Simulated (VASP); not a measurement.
Band structure of CuI (zinc blende). Level of theory: PBE GGA, VASP's PBE PAW potentials (set 64) (plane waves; VASP).

Unless said otherwise, spin-orbit coupling is left out, though it shifts the bands of the heavy elements here.

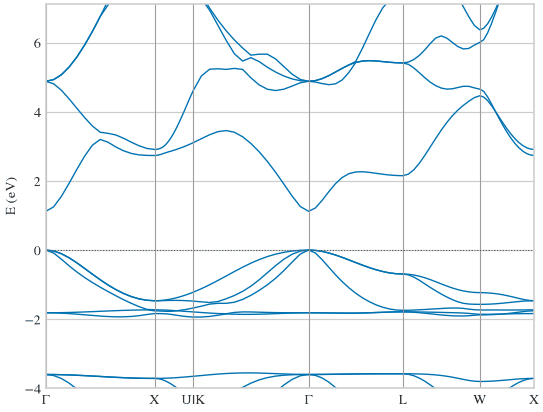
Bands along high-symmetry lines, zero at the valence-band maximum or, without a gap, the Fermi level

Task: Read the plot: is there a gap, and where are the band edges?

Result: The gap is direct, 1.12 eV, from the valence maximum at Γ to the conduction minimum at Γ. (Edges off the drawn lines would not show.)

Measured: gap 3.12 eV (computed value off by -2.00 eV), as given by Abedi et al., (2022), arXiv:2211.14644.

The compound is CuI in the zinc blende structure. It was relaxed first.
